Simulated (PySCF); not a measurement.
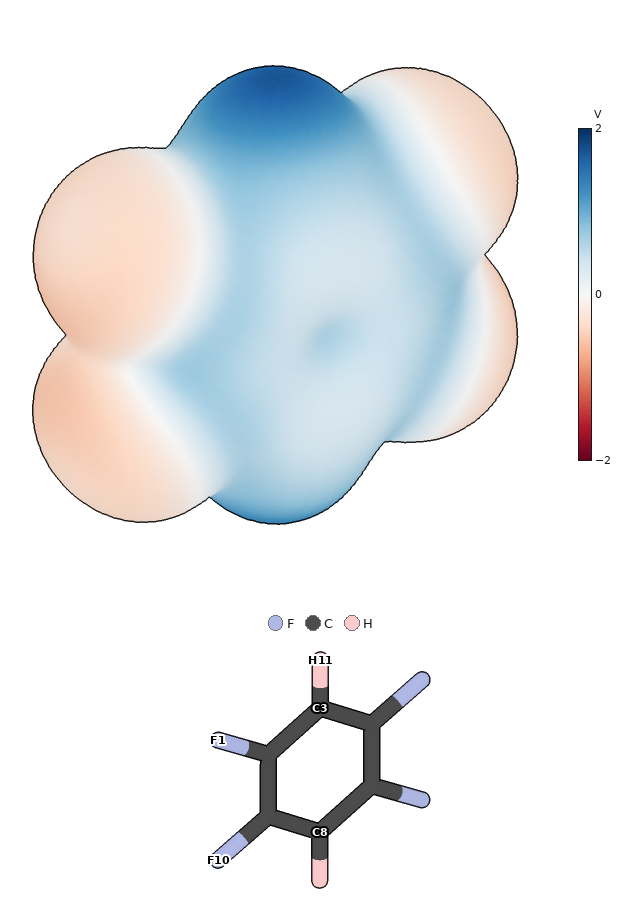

The picture shows: C$_{6}$H$_{2}$F$_{4}$ (SMILES Fc1cc(F)c(F)cc1F). The electrostatic potential painted on the density surface at 0.002 e/bohr³, seen at a tilt; the colour scale runs from red (negative) to blue (positive). The bare structure is drawn below in the same view.

Geometry: PBE0-D3(BJ)/def2-TZVP.

All numbers below come from PBE0/pcSseg-2, SCF density, gas phase, non-relativistic (PySCF 2.14.0).

Input

```
{"job": {"kind": "nmr", "xc": "PBE0", "basis": "pcSseg-2"}, "charge": 0, "multiplicity": 1}
F      0.781427     2.500221    -0.677414
C      0.394007     1.274104    -0.339592
C     -0.598808     1.098117     0.604052
C     -0.985978    -0.183927     0.940063
F     -1.940017    -0.372520     1.846614
C     -0.386945    -1.279032     0.338474
F     -0.775334    -2.504765     0.676327
C      0.605785    -1.102936    -0.604836
C      0.993869     0.178952    -0.940823
F      1.947888     0.369135    -1.846869
H     -1.067371     1.953189     1.073214
H      1.074282    -1.958088    -1.074096
```

Run with:

```sh
OMP_NUM_THREADS=2 python probes_run.py task.json out
```

Question: Describe the electrostatic potential map.

Answer: The most negative region (about −0.5 V) lies over F1, F5, F7 and F10, the most positive (about +1.7 V) over H11 and H12.
